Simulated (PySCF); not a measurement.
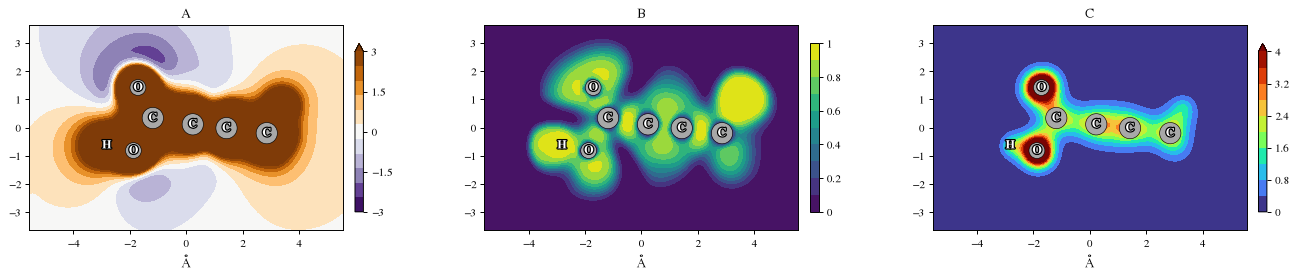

C₄H₄O₂: 3 fields on the plane of atoms O5, C4 and O6, with unlabelled colour scales. Grey discs cover the atomic cores.

Geometry: GFN2-xTB.

Theory: B3LYP/pcSseg-1, SCF density, gas phase, non-relativistic in PySCF 2.14.0.

```yaml
atoms:
  - { symbol: C, position_ang: [-2.1505, 0.4505, -0.1314] }
  - { symbol: C, position_ang: [-0.7624, 0.0800, -0.2106] }
  - { symbol: C, position_ang: [0.4026, -0.2147, -0.2710] }
  - { symbol: C, position_ang: [1.7745, -0.6221, -0.3698] }
  - { symbol: O, position_ang: [2.1482, -1.6886, -0.7839] }
  - { symbol: O, position_ang: [2.6120, 0.3362, 0.0583] }
  - { symbol: H, position_ang: [-2.3854, 1.1550, -0.9287] }
  - { symbol: H, position_ang: [-2.7792, -0.4323, -0.2388] }
  - { symbol: H, position_ang: [-2.3530, 0.9240, 0.8286] }
  - { symbol: H, position_ang: [3.5288, 0.0305, -0.0226] }
```

Question: Which field does each panel show? The fields are: electron density, electron localisation function and electrostatic potential.

Answer: Panel A: electrostatic potential (strongly positive close to the atoms, with negative regions outside electron-rich atoms). Panel B: electron localisation function. Panel C: electron density. From the grid: C–C (1.20 Å): the density is about 2.7 e/Å³ at the midpoint; the ELF peaks at about 0.85 between the atoms: a multiple bond. C–O (1.20 Å): ρ at the midpoint is about 3.3 e/Å³; the ELF peaks at about 0.85 between the atoms: a multiple bond.
